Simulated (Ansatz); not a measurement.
Ligand exchange: C4H10BCl + SiH3(OH) → C4H11BO + SiH3Cl

Gas-phase species: C4H10BCl (chlorodiethylborane) `CCB(Cl)CC`, singlet; SiH3(OH) (silanol), singlet; C4H11BO `CCB(O)CC`, singlet; SiH3Cl (chlorosilane) `[SiH3]Cl`, singlet. The partners trade Cl for OH: B–Cl and Si–OH bonds give way to B–OH and Si–Cl.

Shapes, held fixed at every level: PBE0-D4/def2-TZVP. Flexible molecules stand in one conformer, not always the lowest. Programs: Ansatz 0.2.0. Electronic energies: no zero-point or thermal term.

```json
{"level": "HF/def2-SVP", "kind": "Hartree–Fock", "ΔE (kJ/mol)": "-51.1"}
{"level": "SPW92/def2-TZVPP", "kind": "LDA", "ΔE (kJ/mol)": "-40.2"}
{"level": "PBE-D4/def2-TZVPP", "kind": "GGA", "ΔE (kJ/mol)": "-41.6"}
{"level": "r2SCAN0-D4/def2-TZVPP", "kind": "global hybrid", "ΔE (kJ/mol)": "-38.2"}
{"level": "wB97X-V/def2-TZVPP", "kind": "range-separated hybrid", "ΔE (kJ/mol)": "-39.5"}
{"level": "B2PLYP/def2-TZVPP", "kind": "double hybrid", "ΔE (kJ/mol)": "-38.7"}
{"level": "MP2/def2-TZVPP", "kind": "perturbation theory", "ΔE (kJ/mol)": "-34.3"}
```

MP2/def2-TZVPP gives ΔE = -34.3 kJ/mol; the levels span -51.1 to -34.3. The median of the levels is -39.5. No measured value is set beside it here. MP2/def2-TZVPP lies outside the range of the other correlated levels here, so it shouldn't be taken on trust.

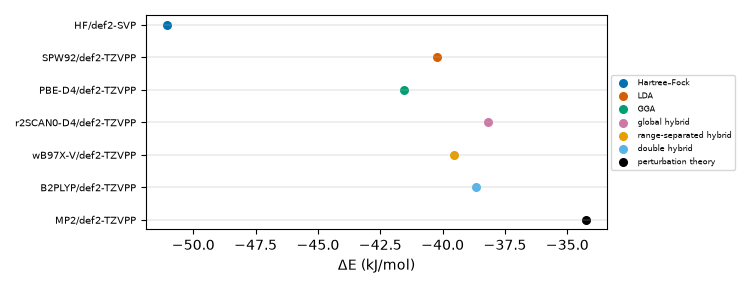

The values of the table, level by level.
